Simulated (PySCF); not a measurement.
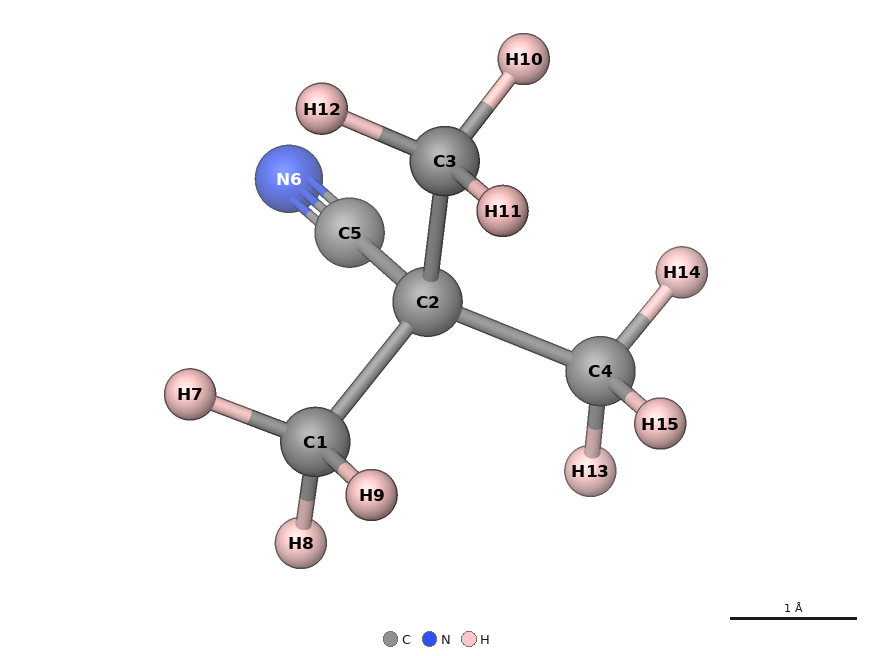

Orthographic view. Depth is shown by fading: the farther an atom, the more it takes the colour of the background. The geometry was computed by an optimisation with PBE0-D3(BJ)/def2-SVP. No frequency run is at hand to confirm it as a minimum.

Write a MOL file (V2000) with the atoms in numerical order, bonds sorted by atom number with the orders drawn, and coordinates in the frame of the picture: x right, y up, z towards the viewer, origin at the mean position.

```
C5H9N
                    3D

 15 14  0  0  0  0  0  0  0  0999 V2000
   -0.9800   -1.0500    0.3800 C   0  0  0  0  0  0  0  0  0  0  0  0
   -0.0800    0.0700   -0.1600 C   0  0  0  0  0  0  0  0  0  0  0  0
    0.0500    1.2000    0.8700 C   0  0  0  0  0  0  0  0  0  0  0  0
    1.3000   -0.4800   -0.5300 C   0  0  0  0  0  0  0  0  0  0  0  0
   -0.7100    0.6300   -1.3700 C   0  0  0  0  0  0  0  0  0  0  0  0
   -1.1900    1.0600   -2.3300 N   0  0  0  0  0  0  0  0  0  0  0  0
   -1.9800   -0.6700    0.6300 H   0  0  0  0  0  0  0  0  0  0  0  0
   -1.1000   -1.8500   -0.3600 H   0  0  0  0  0  0  0  0  0  0  0  0
   -0.5300   -1.4700    1.2900 H   0  0  0  0  0  0  0  0  0  0  0  0
    0.6900    2.0100    0.5000 H   0  0  0  0  0  0  0  0  0  0  0  0
    0.5200    0.8000    1.7900 H   0  0  0  0  0  0  0  0  0  0  0  0
   -0.9300    1.6200    1.1400 H   0  0  0  0  0  0  0  0  0  0  0  0
    1.2200   -1.2800   -1.2800 H   0  0  0  0  0  0  0  0  0  0  0  0
    1.9500    0.3100   -0.9300 H   0  0  0  0  0  0  0  0  0  0  0  0
    1.7800   -0.9000    0.3700 H   0  0  0  0  0  0  0  0  0  0  0  0
  1  2  1  0
  1  7  1  0
  1  8  1  0
  1  9  1  0
  2  3  1  0
  2  4  1  0
  2  5  1  0
  3 10  1  0
  3 11  1  0
  3 12  1  0
  4 13  1  0
  4 14  1  0
  4 15  1  0
  5  6  3  0
M  END
```
